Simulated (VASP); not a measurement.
Band structure of CdS (wurtzite). Level of theory: r2SCAN meta-GGA, VASP's PBE PAW potentials (set 64) (plane waves; VASP 6.6.1).

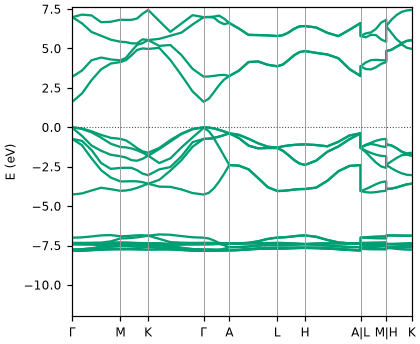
Fig. 1. Bands along high-symmetry lines, zero at the valence-band maximum or, without a gap, the Fermi level

**Question.** Read the plot: is there a gap, and where are the band edges?

**Answer.** The gap is direct, 1.62 eV, from the valence maximum at Γ to the conduction minimum at Γ.

Measured: gap 2.64 eV at 0 K (computed value off by -1.02 eV), as given by X. Ren et al., All-electron periodic G0W0 implementation with numerical atomic orbital basis functions: algorithm and benchmarks (2021), arXiv:2011.01400 [zero-point renormalisation of 0.068 eV removed from the gap extrapolated to 0 K (as printed)].

The compound is CdS in the wurtzite structure. It was relaxed first.
